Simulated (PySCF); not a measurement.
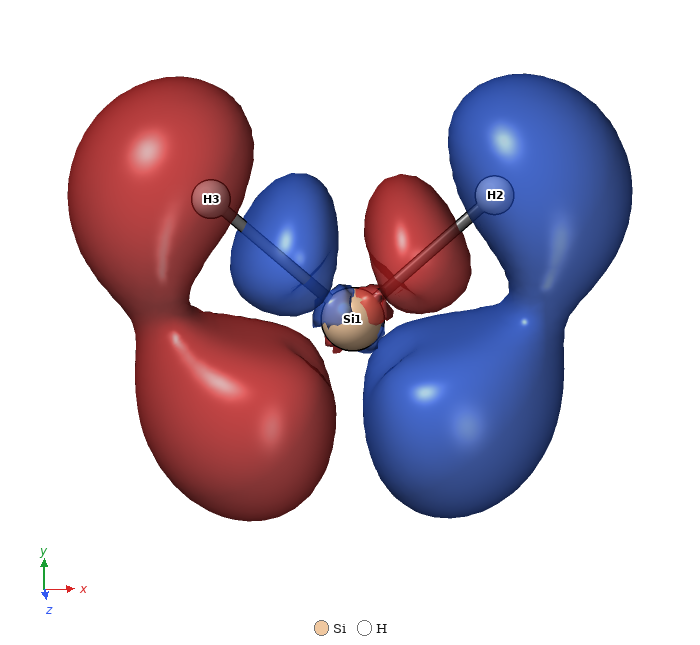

H2Si, SMILES `[SiH2]`. Change of the electron density in a uniform field of 0.41 V/Å, surfaces at ±0.003 e/Å³ (red: gain, blue: loss).

Level of theory: BP86/def2-SVPD (PySCF), at a geometry from GFN2-xTB. No frequency check shows the geometry to be a minimum.

### Along which Cartesian direction does the field point?

Along +x: electrons gather on the −x side, against the field.

### How large is the response?

The induced dipole is 0.75 D (along the field); α along this axis, from the fields in both directions, is 37 bohr³ (5.5 Å³).

### Which atoms gain and lose the most charge?

Electrons gather most on H3 (Hirshfeld charge changes by −0.022 e) and leave H2 most (+0.022 e); 0.068 electrons are displaced in all.
